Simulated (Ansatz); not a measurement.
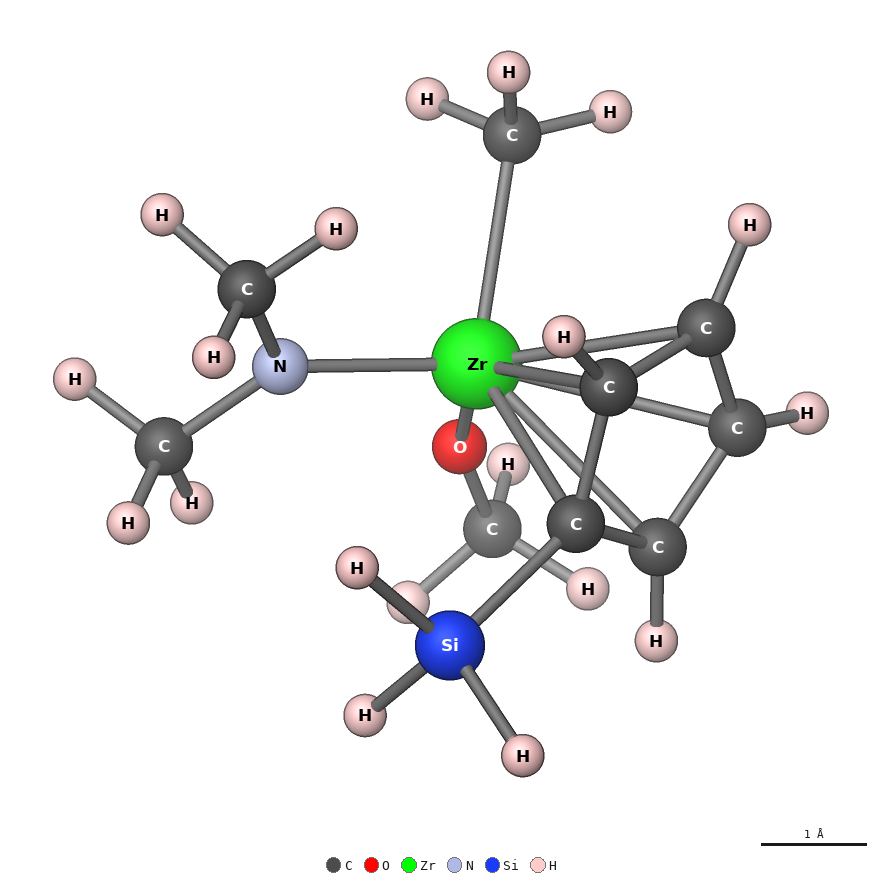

Distant atoms are faded towards the background colour. The species is neutral and a spin singlet. The geometry was computed by an optimisation with PBE0-D4/def2-TZVP. No frequency run is at hand to confirm it as a minimum. Masses are those of the most abundant isotopes; constants are for the rigid equilibrium geometry.

**Classify the rotor and give the rotational constants (GHz).**

An asymmetric top (C1): A = 0.597, B = 0.547, C = 0.465 GHz. Ray's parameter κ is 0.24, nearer the oblate limit.
